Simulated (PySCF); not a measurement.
CH$_{7}$GeNO, SMILES `[GeH4].NC=O`.

Level of theory: PBE0/6-311G** (PySCF), at a geometry from GFN2-xTB. GFN2-xTB bond lengths at metals and heavier atoms can be off by up to 0.1 Å and shapes distorted, which carries into these values.

Geometry (Å), atoms numbered from 1:

```
Ge1     -1.6289   -0.0555    0.0009
H2      -1.4383   -1.5226   -0.0289
H3      -3.0768    0.2658    0.0187
H4      -1.0116    0.5602   -1.2038
H5      -0.9903    0.5157    1.2158
N6       2.0780    1.1020   -0.0003
C7       2.1835   -0.2376   -0.0092
O8       3.2136   -0.8534    0.0067
H9       2.9175    1.6593    0.0211
H10      1.1856    1.5636   -0.0153
H11      1.1845   -0.7272   -0.0336
```

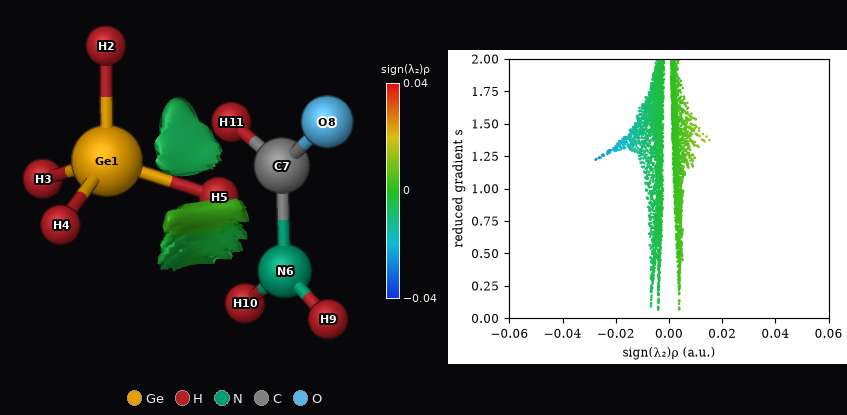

Non-covalent interaction surfaces between the fragments (reduced density gradient s = 0.4, coloured by sign(λ₂)ρ in a.u.; trimmed to the region between the fragments where ρ is under 0.06 a.u.). Fragment A: GeH4 (atoms 1–5); fragment B: H3CNO. The plot gives s against sign(λ₂)ρ for grid points between the fragments.

### Interpret the surfaces between the fragments.

Bond critical points between the fragments: Ge1···H11, 2.89 Å, ρ = 0.007 a.u.; Ge1···H10, 3.25 Å, ρ = 0.004 a.u., a bond path close to vanishing (ellipticity 7.6). All are weak and appear green (van der Waals range). Several contacts close a ring, whose ring point adds a part with positive λ₂ between them. The pose is a local one from a semi-empirical search, not shown to be the most stable.

### How strongly are they bound?

The counterpoise-corrected interaction energy of the frozen fragments is +0.6 kcal/mol without dispersion correction and −0.7 kcal/mol with D3(BJ). The pair geometry is semi-empirical, not a minimum at this level.
